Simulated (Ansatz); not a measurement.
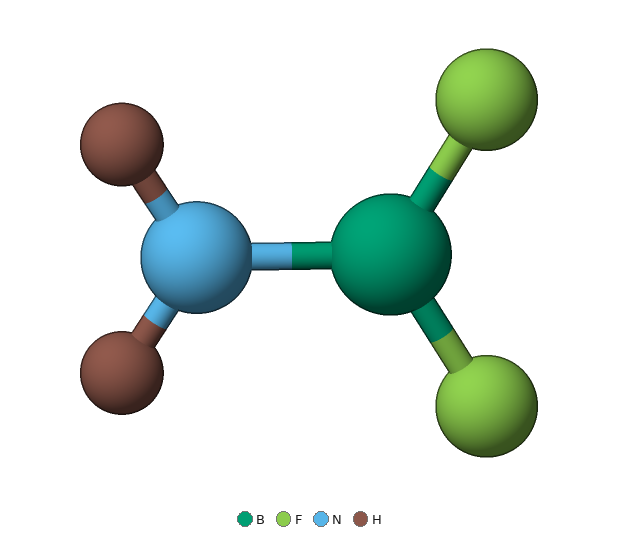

**Give the formula.**

BF₂H₂N, 6 atoms: 1 boron, 2 fluorine, 2 hydrogen and 1 nitrogen.

**Count the bonded pairs by element.**

2 B–F, 2 N–H, 1 B–N. Sticks follow a distance rule.

The parts below concern this one geometry. Atoms keep their numbers from picture to picture. Computed geometry: PBE0-D4/def2-TZVP optimisation.

### Dipole moment

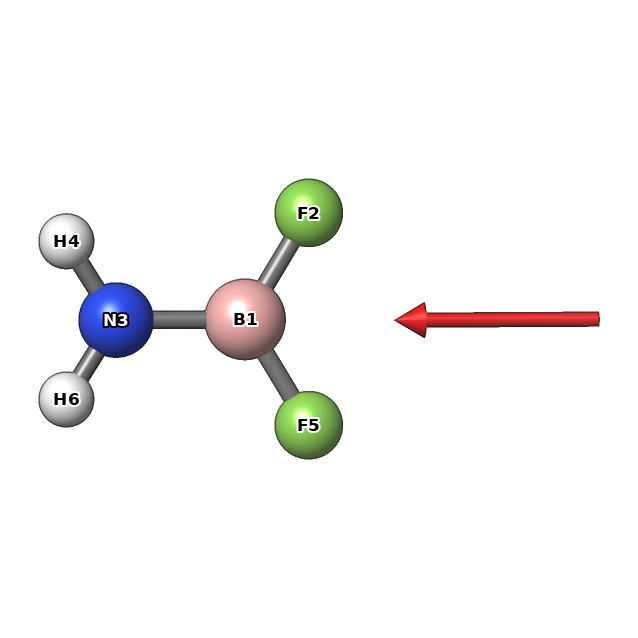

The arrow beside the molecule shows the direction of the dipole moment, from the negative to the positive end (its length means nothing). Method: RKS PBE0-D4/def2-TZVP (Ansatz 0.2.0).

**Estimate the dipole moment.**

2.72 D; it points from the side of F2, F5 to the side of H4, H6 (the outermost atoms at the two ends).

### Electronic properties

Properties computed with RKS PBE0-D4/def2-TZVPP (Ansatz 0.2.0).

**Estimate the LUMO energy (Kohn–Sham orbital).**

0.65 eV.

**What is the HOMO energy (Kohn–Sham orbital)?**

−8.65 eV.

### Charges

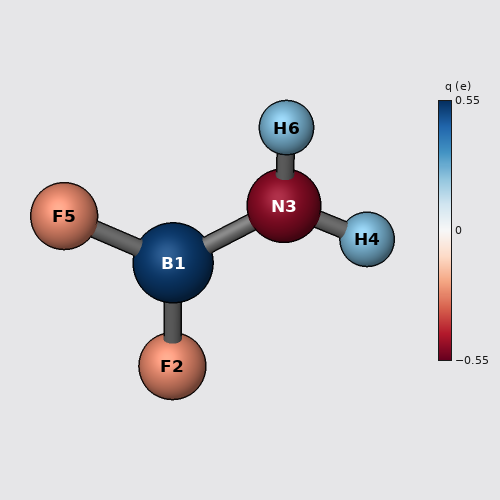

Atoms are coloured by their Mulliken charges. Properties computed with RKS PBE0-D4/def2-TZVP (Ansatz 0.2.0).

**Which atom carries the highest charge (most positive or least negative)?**

B1 (0.53 e).

**And the lowest?**

N3 (−0.50 e).

Give the Mulliken charges atom by atom.

```csv
atom,value (e)
B1,0.53
F2,−0.27
N3,−0.50
H4,0.25
F5,−0.27
H6,0.25
```

### Vibrations

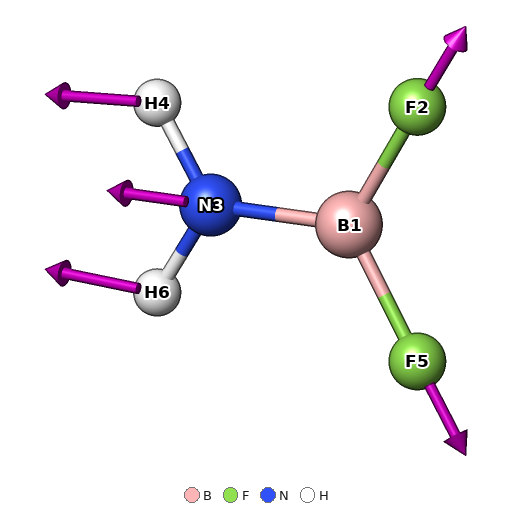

The arrows show one normal mode. Harmonic vibrations computed with RKS PBE0-D4/def2-TZVP (Ansatz 0.2.0) at a stationary point of the same level.

**At what wavenumber does it lie?**

879 cm⁻¹; it is mode 6 of 12 counted from the lowest.

Mulliken values depend strongly on the basis set and can even reverse the polarity of a bond.
